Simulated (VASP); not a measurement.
Band structure of Zn (hcp). Computed with revTPSS meta-GGA, VASP's PBE PAW potentials (set 64) (plane waves; VASP).

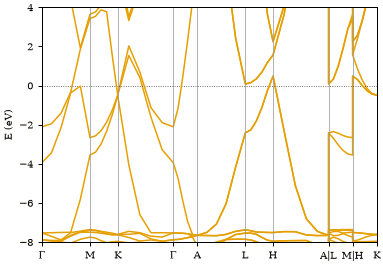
Fig. 1. Bands along high-symmetry lines, zero at the valence-band maximum or, without a gap, the Fermi level

Read the plot: is there a gap, and where are the band edges?

It has no gap at this level: it comes out as a metal or semimetal.

The compound is Zn in the hcp structure. It was relaxed first, which changed the volume by -11 %.
